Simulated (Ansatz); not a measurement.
# SiH₄O₄: search for a transition state

Wanted: the transition state of a 1,2-elimination (form O2–H4 and break Si1–O2, O3–H4). The guess is relaxed with those distances held, a saddle search follows, and vibrations and two downhill relaxations check it.

Program: Ansatz 0.2.0, Gaussian basis. Level of theory: PBE0-D4, def2-SVP first, then def2-TZVP. These are calculated values, not measurements.

114 further runs of the same task are left out: 114 set aside as unsound or not needed. Runs told in other sessions of the task aren't counted.

**1. The starting structure**

The guess: 9 atoms, charge 0, spin multiplicity 1.

Atoms are counted from 1 here; the program's logs count them from 0.

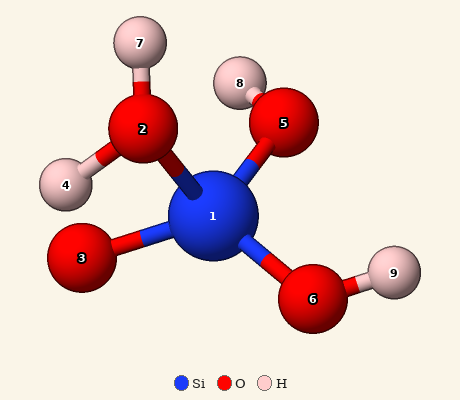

As it starts; silicon blue, oxygen red, hydrogen pink; atoms are numbered from 1 in the order of the file.

Coordinates:

```
Si   -0.3285   -0.3286   -0.1283
O     1.3343    0.0776    0.6339
O    -0.5050   -1.1814    1.1674
H     0.7255   -0.6725    1.3775
O    -1.1157    1.0705   -0.3994
O    -0.0067   -0.9683   -1.5646
H     1.5535    0.9592    0.9384
H    -1.6204    1.4525    0.3129
H    -0.0370   -0.4092   -2.3378
```

Distances that are to change: O2–H4 1.22 Å, Si1–O2 1.87 Å, O3–H4 1.35 Å.

**2. Constrained relaxation of the guess**

hold/in.yaml

```yaml
crystal:
  periodic: [false, false, false]
  atoms:
    - {symbol: Si, position_ang: [-0.328500, -0.328600, -0.128300]}
    - {symbol: O, position_ang: [1.334300, 0.077600, 0.633900]}
    - {symbol: O, position_ang: [-0.505000, -1.181400, 1.167400]}
    - {symbol: H, position_ang: [0.725500, -0.672500, 1.377500]}
    - {symbol: O, position_ang: [-1.115700, 1.070500, -0.399400]}
    - {symbol: O, position_ang: [-0.006700, -0.968300, -1.564600]}
    - {symbol: H, position_ang: [1.553500, 0.959200, 0.938400]}
    - {symbol: H, position_ang: [-1.620400, 1.452500, 0.312900]}
    - {symbol: H, position_ang: [-0.037000, -0.409200, -2.337800]}
basis:
  gaussian: {orbitals: def2-SVP}
hamiltonian: {xc: pbe0, dispersion: d4}
relax: {f_tol: 0.04, max_steps: 150, escape_saddle: false, constraints: [{distance: [1, 3]}, {distance: [0, 1]}, {distance: [2, 3]}]}
```

Started as:

```console
> ansatz run in.yaml --threads 4 --pin off --events-out ev --progress --plain --max-ram 9574MiB
```

What it wrote (excerpt; [...] marks lines left out):

```text
Functional definition: PBE0
  name "PBE0"
  cite "Adamo & Barone, J. Chem. Phys. 110, 6158 (1999) doi:10.1063/1.478522"
  cite "Perdew, Burke & Ernzerhof, Phys. Rev. Lett. 77, 3865 (1996) doi:10.1103/PhysRevLett.77.3865"
  parent pbe
[...]
950 factors; integrals over basis functions are off by at most 2.6e-4 eV
[...]
mean field -16113.02389698 eV, -592.1427064140 hartree, gradient 2.8e-5 eV, S^2 0.000000; 0 other end points of the search recorded, 0 dependent functions left out
[...]
reference -16113.02391873 eV, -592.1427072134 hartree; 25, 25 occupied and 69, 69 virtual orbitals, 950 factors
relax step   1: F+E_penalty+E_count = -16113.16350077 eV  Δ(F+E_penalty+E_count) = +0.000e0 eV  max|allowed force component| = 1.055e0 eV/Å  Δτ_max = 0.0000 Å  (24 SCF iters, accepted)
[...]
relax step   6: F+E_penalty+E_count = -16113.24129992 eV  Δ(F+E_penalty+E_count) = -8.109e-4 eV  max|allowed force component| = 5.592e-2 eV/Å  Δτ_max = 0.0116 Å  (24 SCF iters, accepted)
[...]
relax step   7: F+E_penalty+E_count = -16113.24194344 eV  Δ(F+E_penalty+E_count) = -6.435e-4 eV  max|allowed force component| = 1.596e-2 eV/Å  Δτ_max = 0.0313 Å  (25 SCF iters, accepted)
  distance O 1 - H 3 held at 1.219110 Å   reaction = -2.0898e-1 eV/Å
  distance Si 0 - O 1 held at 1.873727 Å   reaction = +7.0320e-1 eV/Å
  distance O 2 - H 3 held at 1.348055 Å   reaction = +9.7483e-1 eV/Å
950 factors; integrals over basis functions are off by at most 2.7e-4 eV
mean field -16113.10413501 eV, -592.1456551072 hartree, gradient 2.8e-5 eV, S^2 0.000000; 1 other end points of the search recorded, 0 dependent functions left out
[...]
reference -16113.10415631 eV, -592.1456558901 hartree; 25, 25 occupied and 69, 69 virtual orbitals, 950 factors
Total energy: -16113.24196474 eV, -592.1507202567 hartree
Atom 0 at    -0.258718    -0.309978    -0.142890 Å, force     0.611691     0.158810     0.322121 eV/Å
Atom 1 at     1.383344     0.070659     0.675399 Å, force    -0.488759    -0.030472    -0.428159 eV/Å
Atom 2 at    -0.521660    -1.185087     1.156454 Å, force     0.881452     0.393828     0.160748 eV/Å
Atom 3 at     0.689654    -0.638865     1.383636 Å, force    -0.995146    -0.509708    -0.035022 eV/Å
Atom 4 at    -1.046845     1.112856    -0.406009 Å, force     0.004351    -0.003938    -0.009954 eV/Å
Atom 5 at     0.047004    -0.971924    -1.600332 Å, force    -0.000483    -0.010154    -0.011992 eV/Å
Atom 6 at     1.518531     0.972851     0.992841 Å, force    -0.008947    -0.003505    -0.002488 eV/Å
Atom 7 at    -1.621073     1.397706     0.312058 Å, force    -0.002640    -0.002431     0.002590 eV/Å
Atom 8 at    -0.190237    -0.448419    -2.371156 Å, force    -0.001519     0.007570     0.002155 eV/Å
Dipole moment:     0.011833     0.842564    -0.111696 e Å
```

It took 21 s on 4 threads of Intel Xeon at 2.50GHz, shared host.

Along the way:

| step | energy from step 1 (eV) | largest force component (eV/Å) |
| --- | --- | --- |
| 1 | 0.0000 | 1.0552 |
| 2 | -0.0530 | 0.5233 |
| 3 | -0.0687 | 0.0947 |
| 4 | -0.0735 | 0.1151 |
| 5 | -0.0770 | 0.0944 |
| 6 | -0.0778 | 0.0559 |
| 7 | -0.0784 | 0.0160 |

Distances of close pairs at the start and the end, largest changes first:

| bond | before (Å) | after (Å) | change (Å) |
| --- | --- | --- | --- |
| Si1–O3 | 1.561 | 1.588 | +0.027 |
| Si1–O6 | 1.605 | 1.630 | +0.025 |
| Si1–O5 | 1.628 | 1.648 | +0.020 |
| O5–H8 | 0.953 | 0.963 | +0.010 |
| O2–H7 | 0.958 | 0.966 | +0.008 |
| O6–H9 | 0.955 | 0.962 | +0.007 |
| Si1–O2 | 1.874 | 1.874 | +0.000 |
| O2–H4 | 1.219 | 1.219 | +0.000 |

**3. Force constants to start from**

hessian/in.yaml

```yaml
crystal:
  periodic: [false, false, false]
  atoms:
    - {symbol: Si, position_ang: [-0.258718, -0.309978, -0.142890]}
    - {symbol: O, position_ang: [1.383344, 0.070659, 0.675399]}
    - {symbol: O, position_ang: [-0.521660, -1.185087, 1.156454]}
    - {symbol: H, position_ang: [0.689654, -0.638865, 1.383636]}
    - {symbol: O, position_ang: [-1.046845, 1.112856, -0.406009]}
    - {symbol: O, position_ang: [0.047004, -0.971924, -1.600332]}
    - {symbol: H, position_ang: [1.518531, 0.972851, 0.992841]}
    - {symbol: H, position_ang: [-1.621073, 1.397706, 0.312058]}
    - {symbol: H, position_ang: [-0.190237, -0.448419, -2.371156]}
basis:
  gaussian: {orbitals: def2-SVP}
hamiltonian: {xc: pbe0, dispersion: d4}
phonons: {}
scf: {lower_state_search: off}
```

Started as:

```console
> ansatz run in.yaml --threads 4 --pin off --events-out ev --progress --plain --max-ram 9574MiB
```

What it wrote (excerpt; [...] marks lines left out):

```text
[... 5 set-up lines as earlier in the session ...]
[...]
951 factors; integrals over basis functions are off by at most 2.5e-4 eV
[...]
mean field -16113.10412966 eV, -592.1456549106 hartree, gradient 5.5e-6 eV, S^2 0.000000; 0 other end points of the search recorded, 0 dependent functions left out
[...]
reference -16113.10415127 eV, -592.1456557048 hartree; 25, 25 occupied and 69, 69 virtual orbitals, 951 factors
[... from here to the last solve, the lines of the solves are left out (53 solves) ...]
951 factors; integrals over basis functions are off by at most 2.5e-4 eV
mean field -16113.10401455 eV, -592.1456506806 hartree, gradient 9.9e-7 eV, S^2 0.000000; 0 other end points of the search recorded, 0 dependent functions left out
[...]
WARN: phonons: modes at or below zero, which the zero-point energy, F, S and C_V leave out: 1, the lowest at -1443.28 cm⁻¹. A minimum has none, and a first-order saddle one
[...]
Atom 2 at    -0.521660    -1.185087     1.156454 Å, force     0.881429     0.393939     0.160789 eV/Å
Atom 3 at     0.689654    -0.638865     1.383636 Å, force    -0.995132    -0.509743    -0.035022 eV/Å
Atom 4 at    -1.046845     1.112856    -0.406009 Å, force     0.004410    -0.003970    -0.009955 eV/Å
Atom 5 at     0.047004    -0.971924    -1.600332 Å, force    -0.000453    -0.010125    -0.012102 eV/Å
Atom 6 at     1.518531     0.972851     0.992841 Å, force    -0.008951    -0.003518    -0.002501 eV/Å
Atom 7 at    -1.621073     1.397706     0.312058 Å, force    -0.002655    -0.002424     0.002595 eV/Å
Atom 8 at    -0.190237    -0.448419    -2.371156 Å, force    -0.001535     0.007605     0.002215 eV/Å
Dipole moment:     0.011833     0.842567    -0.111695 e Å
Vibrations: -1443.28 189.24 254.08 269.31 315.07 335.16 355.41 476.82 530.69 692.75 762.70 791.77 830.37 847.35 995.05 1176.53 1306.71 1983.96 3868.80 3926.35 3940.70 cm⁻¹, zero-point energy 1.478438 eV
Checks for a lower state left out: stability, starts, cluster_reference, orbital_swaps, neighbouring_geometries, increment
```

Wall time 98 s (4 threads of Intel Xeon at 2.50GHz, shared host).

The structure is not stationary yet, so these wavenumbers are no spectrum; the search needs only the force constants.

**4. Saddle search in the small basis**

A small driver takes partitioned rational-function steps: uphill along one mode, downhill along the rest. It calls the program once a step for energy and forces and updates the Hessian by Bofill's formula. It stops when the largest force is under 0.04 eV/Å and the followed curvature is negative. The first step's input:

presaddle/in.yaml

```yaml
crystal:
  periodic: [false, false, false]
  atoms:
    - {symbol: Si, position_ang: [-0.258718, -0.309978, -0.142890]}
    - {symbol: O, position_ang: [1.383344, 0.070659, 0.675399]}
    - {symbol: O, position_ang: [-0.521660, -1.185087, 1.156454]}
    - {symbol: H, position_ang: [0.689654, -0.638865, 1.383636]}
    - {symbol: O, position_ang: [-1.046845, 1.112856, -0.406009]}
    - {symbol: O, position_ang: [0.047004, -0.971924, -1.600332]}
    - {symbol: H, position_ang: [1.518531, 0.972851, 0.992841]}
    - {symbol: H, position_ang: [-1.621073, 1.397706, 0.312058]}
    - {symbol: H, position_ang: [-0.190237, -0.448419, -2.371156]}
basis:
  gaussian: {orbitals: def2-SVP}
hamiltonian: {xc: pbe0, dispersion: d4}
output: {forces: true}
scf: {lower_state_search: off}
```

Started as:

```console
> ansatz run in.yaml --threads 4 --pin off --events-out ev --progress --plain --max-ram 9574MiB
```

Step by step:

| step | energy (eV) | largest force (eV/Å) | followed curvature (eV/Å²) |
| --- | --- | --- | --- |
| 1 | -16113.24196 | 0.9951 | -13.92 |
| 2 | -16113.16304 | 0.3191 | -10.79 |
| 3 | -16113.15717 | 0.0919 | -8.84 |
| 4 | -16113.15609 | 0.1090 | -8.00 |
| 5 | -16113.15395 | 0.2035 | -7.87 |
| 6 | -16113.15627 | 0.0887 | -7.85 |
| 7 | -16113.15021 | 0.3792 | -7.84 |
| 8 | -16113.15651 | 0.0263 | -7.84 |

The 8 steps took 16 s in all (4 threads of Intel Xeon at 2.50GHz, shared host).

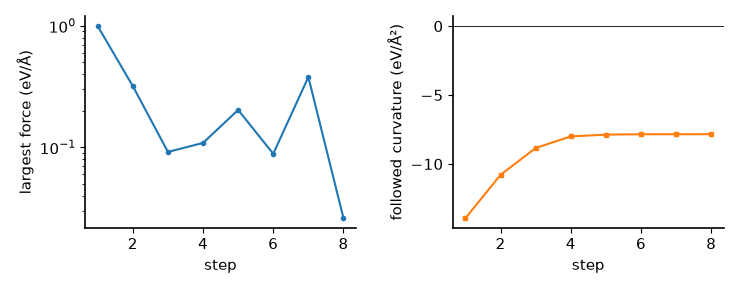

Largest force and followed curvature during the search.

**5. Saddle search in triple zeta**

The search itself is an outer loop (partitioned rational-function steps, Bofill update of the Hessian). Each step is one single-point run with forces. It stops when the largest force is under 0.01 eV/Å and the followed curvature is negative. The first step's input:

saddle/in.yaml

```yaml
crystal:
  periodic: [false, false, false]
  atoms:
    - {symbol: Si, position_ang: [-0.310925, -0.348321, -0.131544]}
    - {symbol: O, position_ang: [1.367419, 0.049265, 0.666772]}
    - {symbol: O, position_ang: [-0.567625, -1.194995, 1.159259]}
    - {symbol: H, position_ang: [0.818174, -0.570389, 1.357951]}
    - {symbol: O, position_ang: [-1.015669, 1.120447, -0.402944]}
    - {symbol: O, position_ang: [0.037945, -0.976026, -1.597675]}
    - {symbol: H, position_ang: [1.470484, 0.944628, 1.015993]}
    - {symbol: H, position_ang: [-1.625260, 1.399409, 0.288044]}
    - {symbol: H, position_ang: [-0.174542, -0.424217, -2.355856]}
basis:
  gaussian: {orbitals: def2-TZVP}
hamiltonian: {xc: pbe0, dispersion: d4}
output: {forces: true}
scf: {lower_state_search: off}
```

Started as:

```console
> ansatz run in.yaml --threads 4 --pin off --events-out ev --progress --plain --max-ram 9574MiB
```

The driver's record:

| step | energy (eV) | largest force (eV/Å) | followed curvature (eV/Å²) |
| --- | --- | --- | --- |
| 1 | -16126.70233 | 0.6064 | -7.84 |
| 2 | -16126.72448 | 0.0795 | -7.81 |
| 3 | -16126.72538 | 0.0394 | -7.75 |
| 4 | -16126.72529 | 0.0578 | -7.84 |
| 5 | -16126.72554 | 0.0132 | -7.93 |
| 6 | -16126.72554 | 0.0075 | -8.01 |

The 6 steps took 25 s in all (4 threads of Intel Xeon at 2.50GHz, shared host).

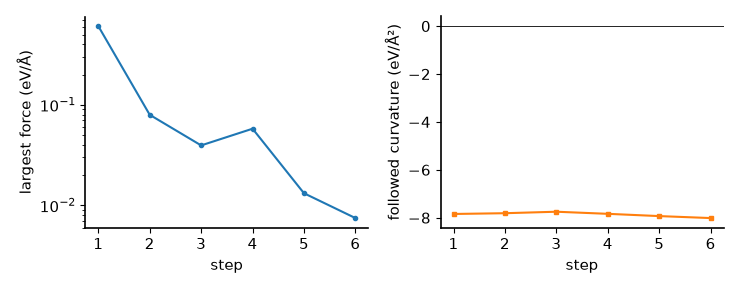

Largest force and followed curvature during the search.

Geometry at the end of the search:

```
Si   -0.2958   -0.3386   -0.1251
O     1.3484    0.0444    0.6603
O    -0.5823   -1.1965    1.1365
H     0.8010   -0.5636    1.3636
O    -1.0109    1.1078   -0.3921
O     0.0523   -0.9598   -1.5770
H     1.4822    0.9438    0.9803
H    -1.6213    1.3877    0.2935
H    -0.1736   -0.4254   -2.3400
```

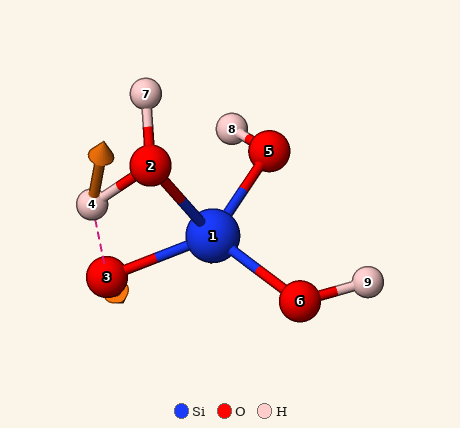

The point found; arrows show the followed mode. Pairs that react are joined by broken lines, hidden where the pair is close enough to be drawn as a bond.

(Part 1 of 2 ends here.)
